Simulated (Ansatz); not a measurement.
Formation energy of the localised charge states of W on the Al site in corundum (start: the Al site; 120-site cell, 2×2×2 Γ-centred sampling) against the Fermi level, Al-rich (Δμ(Al) = 0.00 eV, Δμ(W) = -0.92 eV, bounded by Al5W (P6_322); only phases computed here count, gases as isolated molecules at 0 K). These are PBE, PAW (plane waves to 420 eV; Ansatz, a program for electronic structure) values and carry that method's errors.

Charges with a result: +2, +1, 0, −1. Others weren't obtained, and one of them could lie lower, also by skipping a charge.

Set-up: 120-site cell; 2×2×2 Γ-centred k-points; host gap 5.85 eV; charged states image-corrected; no spin–orbit coupling; corrections reach 1.1 eV, so highly charged states may be off by several tenths; flagged in the runs: a host whose relaxation on this sampling wasn't shown to rest.

Left out: charge −1 (level within 0.1 eV of a band edge or past it).

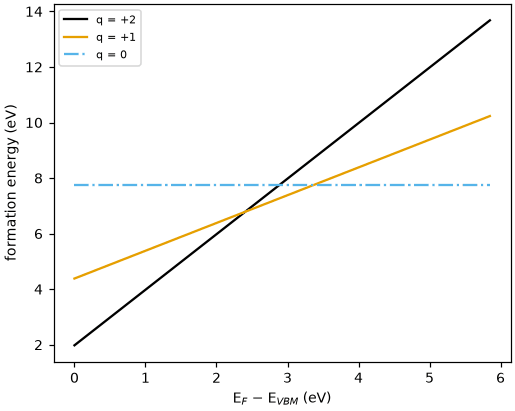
Formation energy of each charge state against the Fermi level

Crossings of the lowest lines: (+2/+1) at 2.40 eV; (+1/0) at 3.36 eV. At the valence-band maximum: q = +2: 1.98 eV; q = +1: 4.38 eV; q = 0: 7.74 eV.
